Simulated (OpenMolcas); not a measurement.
# A workflow on C3H8Si (SMILES CC(C)[SiH])

Wanted: the energy (HF/ANO-RCC-MB), then the energy (CASSCF(2,2)/ANO-RCC-VDZP), then an energy scan (CASPT2(2,2)/ANO-RCC-VDZP), then the energy along one coordinate (SC-NEVPT2(2,2)/ANO-RCC-VDZP), then an energy scan (MC-PDFT[tPBE](2,2)/ANO-RCC-VDZP) of C3H8Si. 

Program for the calculation: OpenMolcas 26.06.

## 1. The molecule

C3H8Si: 12 atoms, total charge 0, spin state singlet. SMILES: `CC(C)[SiH]`. The coordinates come from a PBE0-D4/def2-TZVP relaxation. This is one conformer, not always the lowest.

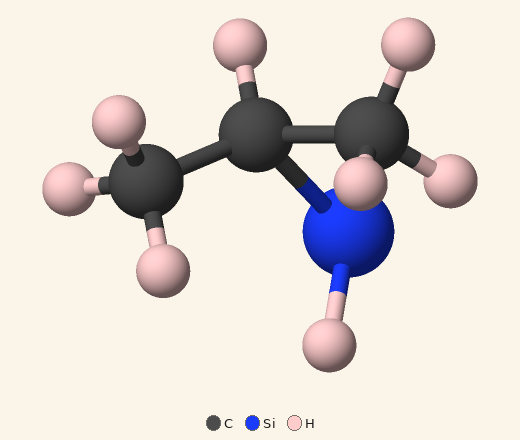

The structure, seen from a chosen angle (carbon dark grey, silicon blue, hydrogen pink).

## 2. The energy at HF/ANO-RCC-MB (DKH2) (run 1)

Contents of coord.xyz:

```xyz
12

C     -0.253100     0.907000    -1.062800
C      0.097600    -0.436300    -0.460200
C      0.789900    -0.357500     0.904100
Si    -1.169000    -1.505700     0.467600
H     -0.840100     0.787500    -1.976500
H     -0.850600     1.498900    -0.364400
H      0.640200     1.486400    -1.322400
H      0.694200    -1.034400    -1.150400
H      0.750400     0.645900     1.325000
H      0.284700    -1.010900     1.698600
H      1.807500    -0.747500     0.908500
H     -1.874800    -0.288600     1.067000
```

Contents of step1.input:

```
* C3H8Si Hartree-Fock

&GATEWAY
  Coord = coord.xyz
  Basis = ANO-RCC-MB
  Group = NoSym

&SEWARD

&SCF
  PrOrbitals = 0

&LOCALISATION
  Occupied
  Freeze
  Pipek-Mezey

&LOCALISATION
  FileOrb = $Project.LocOrb
  Virtual
  Pipek-Mezey
```

On the command line:

```sh
$ export MOLCAS_MEM=1860
$ pymolcas step1.input > step1.log
```

Log:

```text
--- Start Module: gateway ---
[...]
--- Stop Module: gateway /rc=_RC_ALL_IS_WELL_ ---
[...]
      Basis functions           32
[...]
       Convergence after  11 Iterations
[...]
::    Total SCF energy                               -407.5812280248
[...]
      Total spin, S                                     0.0000000000
[...]
      Total electronic charge=   40.000000
      Total            charge=   -0.000000
[...]
      Dipole Moment (debye):
      Origin of the operator (angstrom)=   -0.3398   -0.5472    0.0811
                   X=  7.2305E-01               Y=  8.8896E-01               Z= -1.0100E-01           Total=  1.1503E+00
      Quadrupole Moment (debye*angstrom):
[...]
--- Start Module: localisation ---
[...]
--- Stop Module: localisation /rc=_RC_ALL_IS_WELL_ ---
--- Start Module: localisation ---
[...]
--- Stop Module: localisation /rc=_RC_ALL_IS_WELL_ ---
[...]
```

Wall time 9.3 s (1 thread of AMD EPYC 7R43 (Zen 3), shared host); peak memory 0.38 GiB.

## 3. The energy at CASSCF(2,2)/ANO-RCC-VDZP (DKH2, RICD fitting) (run 2)

coord.xyz is that of step 2.

Contents of step2.inp:

```
&gateway
  coord=coord.xyz
  basis=ANO-RCC-MB
  group=NoSym

&seward

&rasscf
  fileorb=$CurrDir/step1.LocOrb
  alter=2
  1 12 20
  1 21 23
  spin=1
  nactel=2 0 0
  inactive=19
  ras2=2
  orblisting=Nothing
>>> COPY $Project.RunFile RUNFIL1
>>> COPY $Project.RasOrb INPORB

&gateway
  coord=coord.xyz
  basis=ANO-RCC-VDZP
  group=NoSym
  ricd

&seward
>>> COPY $Project.RunFile RUNFIL2

&expbas

&rasscf
  fileorb=$Project.ExpOrb
  spin=1
  nactel=2 0 0
  inactive=19
  ras2=2
  orblisting=Nothing
```

On the command line:

```sh
$ export MOLCAS_MEM=1860
$ pymolcas step2.inp > step2.log
```

Log:

```text
--- Start Module: gateway ---
[...]
      Basis functions           32
[...]
      Number of active orbitals                  2
[...]
      Spin quantum number                      0.0
[...]
      Active orbitals                            2
[...]
      Number of CSFs                             3
[...]
      Number of root(s) required                 1
[...]
      Convergence after 10 iterations
[...]
      printout of CI-coefficients larger than  0.05 for root  1
      energy=    -407.596440
      conf/sym  11     Coeff  Weight
             1  20   0.99254 0.98513
             3  02  -0.12194 0.01487
      Natural orbitals and occupation numbers for root  1
      sym 1:   1.970263   0.029737
      ************************************************************************************************************************
      *                                                    Final results                                                     *
[...]
::    RASSCF root number  1 Total energy:   -407.59643972
[...]
      Basis functions          100
[...]
      Convergence after 14 iterations
[...]
      Natural orbitals and occupation numbers for root  1
      sym 1:   1.979490   0.020510
      ************************************************************************************************************************
      *                                                    Final results                                                     *
[...]
::    RASSCF root number  1 Total energy:   -407.82800071
[...]
      Total electronic charge=   40.000000
      Total            charge=   -0.000000
[...]
      Dipole Moment (debye):
      Origin of the operator (angstrom)=   -0.3398   -0.5472    0.0811
                   X=  1.3197E+00               Y=  1.2642E+00               Z= -1.9437E-01           Total=  1.8378E+00
      Quadrupole Moment (debye*angstrom):
[...]
```

Run time: 25 s. Hardware: 1 thread of AMD EPYC 7R43 (Zen 3), shared host; peak memory 0.38 GiB.

## 4. The energy along one coordinate at CASPT2(2,2)/ANO-RCC-VDZP (DKH2, RICD fitting, ipea shift 0.25 Eh, pt2 variant SS) (run 3)

Contents of step3.input:

```
>>> EXPORT MOLCAS_PRINT=2
>>> COPY $CurrDir/step2.RasOrb $Project.RasOrb
>>> ForEach K in (1, 2, 3, 4, 5, 6, 7, 8, 9)

&GATEWAY
 Coord
 $CurrDir/point$K.xyz
 Basis
 ANO-RCC-VDZP
 Group
 NoSym
 RICD

&SEWARD

&RASSCF
 FileOrb
 $Project.RasOrb
 Spin
 1
 Nactel
 2 0 0
 Inactive
 19
 Ras2
 2
 OrbListing
 Nothing

&CASPT2
 Imaginary
 0.2
 Frozen
 8
>>> EndDo
```

On the command line:

```sh
$ export MOLCAS_MEM=1860
$ pymolcas step3.input > step3.log
```

Log:

```text
[...]
      Basis functions          100
[...]
      Number of active orbitals                  2
[...]
      Spin quantum number                      0.0
[...]
      Active orbitals                            2
[...]
      Number of CSFs                             3
[...]
      Number of root(s) required                 1
[...]
      Convergence after 11 iterations
[...]
      printout of CI-coefficients larger than  0.05 for root  1
      energy=    -407.818473
      conf/sym  11     Coeff  Weight
             1  20   0.99648 0.99298
             3  02  -0.08380 0.00702
      Natural orbitals and occupation numbers for root  1
      sym 1:   1.985954   0.014046
      ************************************************************************************************************************
      *                                                    Final results                                                     *
[...]
::    RASSCF root number  1 Total energy:   -407.81847282
[...]
::    CASPT2 Root  1     Total energy:   -408.35118385
[...]
      Convergence after 10 iterations
[...]
      Natural orbitals and occupation numbers for root  1
      sym 1:   1.979504   0.020496
      ************************************************************************************************************************
      *                                                    Final results                                                     *
[...]
      Convergence after 16 iterations
[...]
      Convergence after 18 iterations
[...]
      Convergence after 20 iterations
[...]
::    RASSCF root number  1 Total energy:   -407.71889504
[...]
::    CASPT2 Root  1     Total energy:   -408.24551971
[...]
      Convergence after 16 iterations
[...]
::    RASSCF root number  1 Total energy:   -407.71492334
[...]
      Reference weight:           0.83203
[...]
::    CASPT2 Root  1     Total energy:   -408.24042372
[...]
```

Run time: 2.6 min. Hardware: 1 thread of AMD EPYC 7R43 (Zen 3), shared host; peak memory 0.081 GiB.

The scan, from its lowest point:

```csv
H12–Si4 (Å),energy (kJ/mol)
1.376,23.1
1.529,0.0
1.682,11.8
1.912,57.7
2.217,129.4
2.600,205.4
3.059,264.6
3.670,300.5
4.588,313.9
```

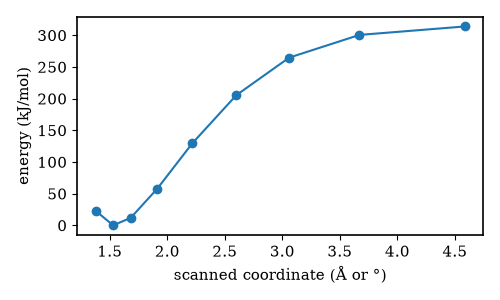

Energy along the scan.

## 5. An energy scan at SC-NEVPT2(2,2)/ANO-RCC-VDZP (DKH2, RICD fitting, pt2 variant SC-NEVPT2) (run 4)

Contents of step4.inp:

```
* C3H8Si NEVPT2
>>> COPY $CurrDir/step2.RasOrb $Project.RasOrb
>>> ForEach K in (1, 2, 3, 4, 5, 6, 7, 8, 9)
&GATEWAY
Coord=$CurrDir/point$K.xyz
Basis=ANO-RCC-VDZP
Group=NoSym
RICD
&SEWARD
&RASSCF
FileOrb=$Project.RasOrb
Spin=1
Nactel=2 0 0
Inactive=19
Ras2=2
OrbListing=Nothing
&CASPT2
SC-NEVPT2
Frozen=8
>>> EndDo
```

On the command line:

```sh
$ export MOLCAS_MEM=1860
$ pymolcas step4.inp > step4.log
```

Log:

```text
--- Start Module: gateway ---
[...]
      Basis functions          100
[...]
      Number of active orbitals                  2
[...]
      Spin quantum number                      0.0
[...]
      Active orbitals                            2
[...]
      Number of CSFs                             3
[...]
      Number of root(s) required                 1
[...]
      Convergence after 11 iterations
[...]
      printout of CI-coefficients larger than  0.05 for root  1
      energy=    -407.818473
      conf/sym  11     Coeff  Weight
             1  20   0.99648 0.99298
             3  02  -0.08380 0.00702
      Natural orbitals and occupation numbers for root  1
      sym 1:   1.985954   0.014046
      ************************************************************************************************************************
      *                                                    Final results                                                     *
[...]
::    RASSCF root number  1 Total energy:   -407.81847282
[...]
::    SC-NEVPT2 Root  1     Total energy:   -408.34615689
[...]
      Convergence after 10 iterations
[...]
      Natural orbitals and occupation numbers for root  1
      sym 1:   1.979504   0.020496
      ************************************************************************************************************************
      *                                                    Final results                                                     *
[...]
      Convergence after 16 iterations
[...]
      Convergence after 18 iterations
[...]
      Convergence after 20 iterations
[...]
::    RASSCF root number  1 Total energy:   -407.71889504
[...]
::    SC-NEVPT2 Root  1     Total energy:   -408.24533103
[...]
      Convergence after 16 iterations
[...]
::    RASSCF root number  1 Total energy:   -407.71492334
[...]
::    SC-NEVPT2 Root  1     Total energy:   -408.24073010
[...]
```

Wall time 2.5 min (1 thread of AMD EPYC 7R43 (Zen 3), shared host); peak memory 0.081 GiB.

The scan, from its lowest point:

```csv
H12–Si4 (Å),energy (kJ/mol)
1.376,24.7
1.529,0.0
1.682,10.5
1.912,54.7
2.217,124.4
2.600,198.3
3.059,255.3
3.670,289.4
4.588,301.5
```

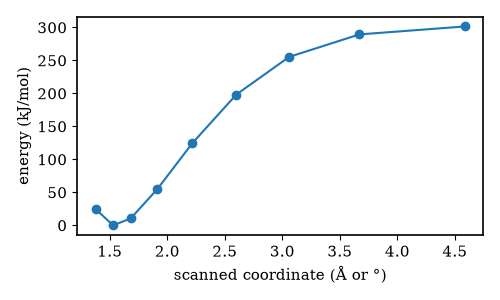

Energy along the scan.

## 6. The energy along one coordinate at MC-PDFT[tPBE](2,2)/ANO-RCC-VDZP (DKH2, RICD fitting) (run 5)

Contents of step5.inp:

```
>>> COPY $CurrDir/step2.RasOrb $Project.RasOrb
>>> ForEach K in (1, 2, 3, 4, 5, 6, 7, 8, 9)
&GATEWAY
Coord=$CurrDir/point$K.xyz
Basis=ANO-RCC-VDZP
Group=NoSym
RICD
&SEWARD
&RASSCF
FileOrb=$Project.RasOrb
Spin=1
Nactel=2 0 0
Inactive=19
Ras2=2
OrbListing=Nothing
&MCPDFT
KSDFT=T:PBE
>>> EndDo
```

On the command line:

```sh
$ export MOLCAS_MEM=1860
$ pymolcas step5.inp > step5.log
```

Log:

```text
--- Start Module: gateway ---
[...]
      Basis functions          100
[...]
      Number of active orbitals                  2
[...]
      Spin quantum number                      0.0
[...]
      Active orbitals                            2
[...]
      Number of CSFs                             3
[...]
      Number of root(s) required                 1
[...]
      Convergence after 11 iterations
[...]
      printout of CI-coefficients larger than  0.05 for root  1
      energy=    -407.818473
      conf/sym  11     Coeff  Weight
             1  20   0.99648 0.99298
             3  02  -0.08380 0.00702
      Natural orbitals and occupation numbers for root  1
      sym 1:   1.985954   0.014046
      ************************************************************************************************************************
      *                                                    Final results                                                     *
[...]
::    RASSCF root number  1 Total energy:   -407.81847282
[...]
::    MCPDFT root number  1 Total energy:   -408.89762240
[...]
      Convergence after 10 iterations
[...]
      Natural orbitals and occupation numbers for root  1
      sym 1:   1.979504   0.020496
      ************************************************************************************************************************
      *                                                    Final results                                                     *
[...]
      Convergence after 16 iterations
[...]
      Convergence after 18 iterations
[...]
      Convergence after 20 iterations
[...]
::    RASSCF root number  1 Total energy:   -407.71889504
[...]
::    MCPDFT root number  1 Total energy:   -408.78902050
[...]
      Convergence after 16 iterations
[...]
::    RASSCF root number  1 Total energy:   -407.71492334
[...]
::    MCPDFT root number  1 Total energy:   -408.78390313
[...]
```

Run time: 2.7 min. Hardware: 1 thread of AMD EPYC 7R43 (Zen 3), shared host; peak memory 0.081 GiB.

The scan, from its lowest point:

```csv
H12–Si4 (Å),energy (kJ/mol)
1.376,25.0
1.529,0.0
1.682,9.8
1.912,53.1
2.217,123.2
2.600,200.5
3.059,266.1
3.670,310.1
4.588,323.6
```

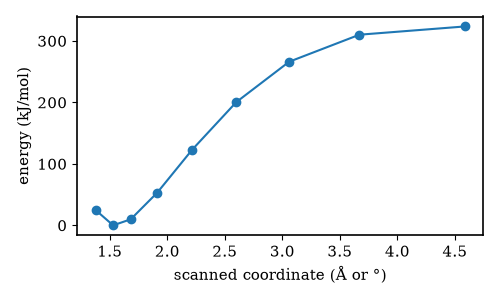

Energy along the scan.

## 7. Results

| quantity | value |
| --- | --- |
| run 1, HF/ANO-RCC-MB: total energy | -407.58123 Eh |
| run 1, HF/ANO-RCC-MB: dipole moment | 1.15 D |
| run 1, HF/ANO-RCC-MB: HOMO energy | -8.96 eV |
| run 1, HF/ANO-RCC-MB: LUMO energy | 2.02 eV |
| run 1, HF/ANO-RCC-MB: HOMO–LUMO gap | 10.98 eV |
| run 2, CASSCF(2,2)/ANO-RCC-VDZP: total energy | -407.82800 Eh |
| run 2, CASSCF(2,2)/ANO-RCC-VDZP: dipole moment (CASSCF density) | 1.84 D |
| run 3, CASPT2(2,2)/ANO-RCC-VDZP: lowest energy of the scan | -408.35998 Eh |
| run 4, SC-NEVPT2(2,2)/ANO-RCC-VDZP: lowest energy of the scan | -408.35557 Eh |
| run 5, MC-PDFT[tPBE](2,2)/ANO-RCC-VDZP: lowest energy of the scan | -408.90714 Eh |
